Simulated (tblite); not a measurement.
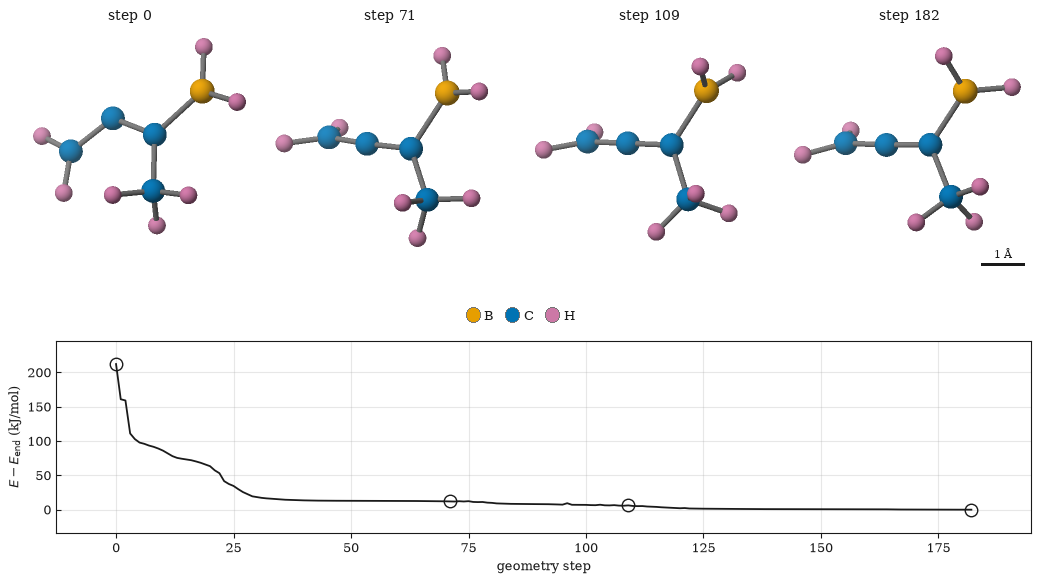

Frames of a relaxation of C4H7B (charge +1, multiplicity 2), marked on the history of the run. A ball-and-stick model, seen from a free direction.

The calculation used GFN2-xTB geometry optimisation, gas phase in tblite. 

> Describe the path.

Over 182 geometry steps the energy falls by 212.3 kJ/mol. The largest move after the best rigid fit is that of an H atom, 2.11 Å. By element the largest moves are H 2.11 Å, C 0.71 Å, B 0.41 Å. Near-neighbour distances that change, for instance: C–C 1.477 → 1.329 Å, C–C 1.329 → 1.285 Å, C–H 1.124 → 1.096 Å, B–H 1.194 → 1.168 Å. Among the angles between lasting bonds that change: C–C–C 124.0° → 176.8°, B–C–C 120.8° → 114.4°, B–C–C 117.1° → 122.8°. Groups turn about B–C by about 110°, C–C by about 105°. Cost: 0.69 s on 1 thread of Arm Neoverse V1, on a shared host. From step 0 to 71: an H atom moves most (1.55 Å), energy −200.3 kJ/mol. From step 71 to 109: an H atom moves most (1.16 Å), energy −5.72 kJ/mol. From step 109 to 182: an H atom moves most (0.76 Å), energy −6.26 kJ/mol.
